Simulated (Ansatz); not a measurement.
# [PH4]+ (phosphonium) at 6 levels

Wanted: a comparison of 6 runs (B2PLYP/3-21G, BLYP/3-21G, UPBE/6-31G, UPBE0/3-21G, UMP2/3-21G, BCCD(T)/6-31G) of [PH4]+ (phosphonium). 

Program for the calculation: Ansatz 0.2.0.

## (1) The system as given

[PH4]+: 5 atoms, total charge +1, spin state singlet. As SMILES, `[PH4+]`. The H3–P1 distance was set to 2.750 Å, away from the relaxed value. At this shape a bond of the SMILES string is far longer than usual.

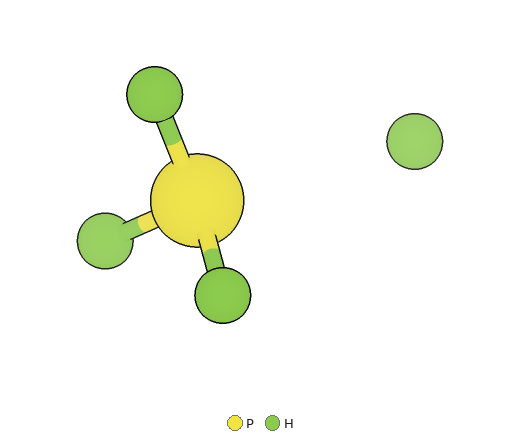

Viewed from a chosen angle; phosphorus yellow, hydrogen green.

## (2) A single-point energy at B2PLYP/3-21G (run 1)

File run.yaml:

```yaml
crystal:
  periodic: [false, false, false]
  atoms:
    - symbol: P
      position_ang: [0.617299, 1.016081, -0.690931]
    - symbol: H
      position_ang: [1.974779, 0.954751, -0.480531]
    - symbol: H
      position_ang: [-0.617320, -1.016050, 0.691010]
    - symbol: H
      position_ang: [0.355459, 0.882331, -2.034321]
    - symbol: H
      position_ang: [0.139069, 2.227221, -0.249151]
basis:
  gaussian: {orbitals: 3-21G.json}
total_charge: 1
hamiltonian: {xc: {name: B2PLYP}}
correlation: {frozen_orbitals: {H: 0, P: 5}}
accuracy: high
```

The basis set 3-21G is read from a file made from the Basis Set Exchange's data (not shown).

Launch:

```sh
ansatz run run.yaml --threads 1 --pin off --max-ram 2610MiB --events-out events.jsonl --progress --plain --runs-dir runs
```

The program printed:

```text
Warning: RAYON_NUM_THREADS=1 ignored (pool sized by the plan → 1); use --threads N
Functional definition: B2PLYP
  name "B2PLYP"
  parameter a = 0.53
  parameter c = 0.27
  exchange = (1 - a)*b88_x + a*exact_x
  correlation = (1 - c)*lyp_c + c*(mp2_os + mp2_ss)
415 factors; integrals over basis functions are off by at most 4.1e-9 eV
mean field evaluation 1: about -9284.8021 eV, gradient 2.1e1 eV
mean field evaluation 2: about -9284.7888 eV, gradient 2.1e1 eV
mean field evaluation 4: about -9287.9098 eV, gradient 2.5e0 eV
mean field evaluation 8: about -9287.9755 eV, gradient 3.4e-1 eV
mean field evaluation 16: about -9287.9761 eV, gradient 7.1e-8 eV
mean field -9287.97612072 eV, -341.3268268202 hartree, gradient 7.1e-8 eV, S^2 0.000000; 0 other end points of the search recorded, 0 dependent functions left out; unrestricted orbitals would lower it
5 core orbitals not correlated: weight in the atoms' cores, before any rotation towards them, 1.000 or more for the frozen orbitals, at most 0.000 for the correlated occupied ones
reference -9287.97613907 eV, -341.3268274944 hartree; 4, 4 occupied and 12, 12 virtual orbitals, 415 factors
second order -3.58141958 eV of doubles, -0.00000000 eV of singles
Total energy: -9288.94312236 eV, -341.3623634748 hartree
```

It took 0.93 s on 1 thread of AMD EPYC 7R43 (Zen 3), shared host; peak memory 0.1 GiB.

## (3) The energy at BLYP/3-21G (run 2)

File input.yaml:

```yaml
crystal:
  periodic: [false, false, false]
  atoms:
    - {symbol: P, position_ang: [0.617299, 1.016081, -0.690931]}
    - {symbol: H, position_ang: [1.974779, 0.954751, -0.480531]}
    - {symbol: H, position_ang: [-0.617320, -1.016050, 0.691010]}
    - {symbol: H, position_ang: [0.355459, 0.882331, -2.034321]}
    - {symbol: H, position_ang: [0.139069, 2.227221, -0.249151]}
basis:
  gaussian: {orbitals: 3-21G.json}
total_charge: 1
hamiltonian: {xc: {name: BLYP}}
accuracy: high
```

The basis set 3-21G is read from a file made from the Basis Set Exchange's data (not shown).

Launch:

```sh
ansatz run input.yaml --threads 1 --pin off --max-ram 2610MiB --events-out events.jsonl --progress --plain --runs-dir runs
```

The program printed:

```text
Warning: RAYON_NUM_THREADS=1 ignored (pool sized by the plan → 1); use --threads N
Functional definition: BLYP
  name "BLYP"
  parameter beta = 0.0042
  parameter a = 0.04918
  parameter b = 0.132
  parameter c = 0.2533
  parameter d = 0.349
  exchange = b88_x(beta = beta)
  correlation = lyp_c(a = a, b = b, c = c, d = d)
415 factors; integrals over basis functions are off by at most 4.1e-9 eV
mean field evaluation 1: about -9287.2739 eV, gradient 3.1e1 eV
mean field evaluation 2: about -9274.5416 eV, gradient 5.1e1 eV
mean field evaluation 4: about -9288.6688 eV, gradient 2.6e1 eV
mean field evaluation 8: about -9292.1662 eV, gradient 9.5e0 eV
mean field evaluation 16: about -9293.3532 eV, gradient 1.8e-7 eV
mean field -9293.35319086 eV, -341.5244305031 hartree, gradient 2.8e-8 eV, S^2 0.000000; 0 other end points of the search recorded, 0 dependent functions left out
reference -9293.35322994 eV, -341.5244319393 hartree; 9, 9 occupied and 12, 12 virtual orbitals, 415 factors
Total energy: -9293.35322994 eV, -341.5244319393 hartree
```

Wall time 0.77 s (1 thread of AMD EPYC 7R43 (Zen 3), shared host); peak memory 0.1 GiB.

Runs 3 to 4 aren't shown in full; the table further down has their settings and results.

## (4) The energy at UMP2/3-21G (run 5)

File in.yaml:

```yaml
basis:
  gaussian:
    orbitals: 3-21G.json
crystal:
  periodic: [false, false, false]
  atoms:
    - {symbol: P, position_ang: [0.617299, 1.016081, -0.690931]}
    - {symbol: H, position_ang: [1.974779, 0.954751, -0.480531]}
    - {symbol: H, position_ang: [-0.617320, -1.016050, 0.691010]}
    - {symbol: H, position_ang: [0.355459, 0.882331, -2.034321]}
    - {symbol: H, position_ang: [0.139069, 2.227221, -0.249151]}
total_charge: 1
magnetization:
  spin_polarized: true
correlation:
  method: mp2
  frozen_orbitals: {H: 0, P: 5}
accuracy: high
```

The basis set 3-21G is read from a file made from the Basis Set Exchange's data (not shown).

Launch:

```sh
ansatz run in.yaml --threads 1 --pin off --max-ram 2610MiB --events-out events.jsonl --progress --plain --runs-dir runs
```

The program printed:

```text
Warning: RAYON_NUM_THREADS=1 ignored (pool sized by the plan → 1); use --threads N
Functional definition: HF
  name "HF"
  exchange = exact_x
  correlation = 0
415 factors; integrals over basis functions are off by at most 4.1e-9 eV
mean field evaluation 1: about -9272.6688 eV, gradient 1.1e1 eV
mean field evaluation 2: about -9272.6662 eV, gradient 1.1e1 eV
mean field evaluation 4: about -9274.4907 eV, gradient 1.1e0 eV
mean field evaluation 8: about -9274.5042 eV, gradient 2.2e-4 eV
mean field evaluation 16: about -9275.9857 eV, gradient 1.1e-1 eV
mean field evaluation 32: about -9275.9850 eV, gradient 2.7e-6 eV
mean field -9275.98503936 eV, -340.8861627080 hartree, gradient 9.5e-8 eV, S^2 0.872599; 5 other end points of the search recorded, 0 dependent functions left out
5 core orbitals not correlated: weight in the atoms' cores, before any rotation towards them, 1.000 or more for the frozen orbitals, at most 0.000 for the correlated occupied ones
reference -9275.98503936 eV, -340.8861627080 hartree; 4, 4 occupied and 12, 12 virtual orbitals, 415 factors
second order -1.52652038 eV of doubles, -0.00000000 eV of singles
Total energy: -9277.51155974 eV, -340.9422612974 hartree
```

It took 0.2 s on 1 thread of AMD EPYC 7R43 (Zen 3), shared host.

## (5) The energy at BCCD(T)/6-31G (run 6)

File run.yaml:

```yaml
basis:
  gaussian:
    orbitals: 6-31G
crystal:
  periodic: [false, false, false]
  atoms:
    - {symbol: P, position_ang: [0.617299, 1.016081, -0.690931]}
    - {symbol: H, position_ang: [1.974779, 0.954751, -0.480531]}
    - {symbol: H, position_ang: [-0.617320, -1.016050, 0.691010]}
    - {symbol: H, position_ang: [0.355459, 0.882331, -2.034321]}
    - {symbol: H, position_ang: [0.139069, 2.227221, -0.249151]}
scf:
  omitted_lower_state_checks: [cluster_reference, increment]
total_charge: 1
correlation:
  method: bccd_t
  frozen_orbitals: {H: 0, P: 5}
accuracy: high
```

Launch:

```sh
ansatz run run.yaml --threads 1 --pin off --max-ram 2610MiB --events-out events.jsonl --progress --plain --runs-dir runs
```

The program printed:

```text
Warning: RAYON_NUM_THREADS=1 ignored (pool sized by the plan → 1); use --threads N
[... 12 lines left out ...]
5 core orbitals not correlated: weight in the atoms' cores, before any rotation towards them, 1.000 or more for the frozen orbitals, at most 0.000 for the correlated occupied ones
[... 29 lines left out ...]
WARN: these amplitudes may be one of several solutions (largest doubles amplitude 0.45, level shift 1.72 eV)
Total energy: -9324.47800288 eV, -342.6682462476 hartree
Checks for a lower state left out: cluster_reference, increment
```

It took 0.28 s on 1 thread of AMD EPYC 7R43 (Zen 3), shared host.

## (6) All runs side by side

```
run          level  frozen core orbitals  energy (Eh)  wall time
  1   B2PLYP/3-21G                     5  -341.362363     0.93 s
  2     BLYP/3-21G                     –  -341.524432     0.77 s
  3     UPBE/6-31G                     –  -343.085023      2.4 s
  4    UPBE0/3-21G                     –  -341.399589      2.4 s
  5     UMP2/3-21G                     5  -340.942261      0.2 s
  6  BCCD(T)/6-31G                     5  -342.668246     0.28 s
```

## (7) Summary of results

| quantity | value |
| --- | --- |
| run 6: total energy | -342.66825 Eh |
| run 6: correlation energy (5 core orbitals frozen) | -141.2 mEh |
| run 6: (T) correction | -3.03 mEh |

Totals of different functionals can't be ranked against each other. In runs 1, 6 the log says that unrestricted orbitals would lower the reference, so the values rest on an unstable closed-shell determinant (other closed-shell runs at this shape may share the fault). Spin contamination of the reference: run 5 ⟨S²⟩ = 0.87, run 4 ⟨S²⟩ = 0.59, run 3 ⟨S²⟩ = 0.49. Where it is this large, the reference is a mixture of spin states, and values that rest on it are in doubt. All runs together took 7 s, the longest 2.4 s.
